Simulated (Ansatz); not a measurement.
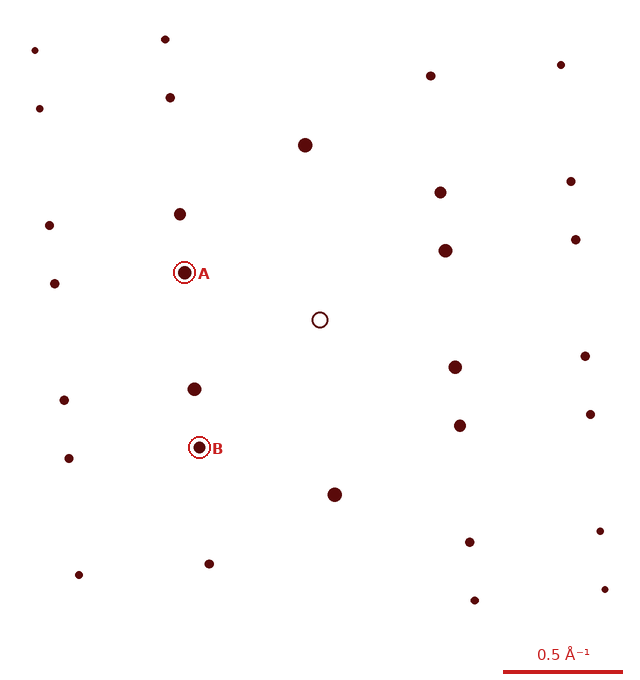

Computed electron diffraction pattern, 200 kV, single scattering only, B = 0.5 Å². Two individuals of a reflection twin are superposed (a geometric construction: whether this twin forms is not tested). Crystal: Ta, space group Im-3m (No. 229), a = 3.310 Å, zone axis [210]. Structure: the input geometry of an electronic-structure calculation (not necessarily at equilibrium).

| atom | site | symmetry | x | y | z |
| --- | --- | --- | --- | --- | --- |
| Ta | 2a | m-3m | 0.0000 | 0.0000 | 0.0000 |

In the first individual spot A is 0 0 -2 and spot B is -1 2 -1.

**Find the twin plane.**

(1-2-1). The spot positions of the combined pattern are mirror-symmetric about the row through 1 -2 -1 (d = 1.351 Å), which both individuals share, while a single individual has only symmetry 2mm without that mirror line. Friedel's law adds the mirror line at right angles, so a twin on (1-25) would give the same picture; the more widely spaced plane was used.

**Which other reflections coincide?**

Within the frame only the reflections of the common row coincide.
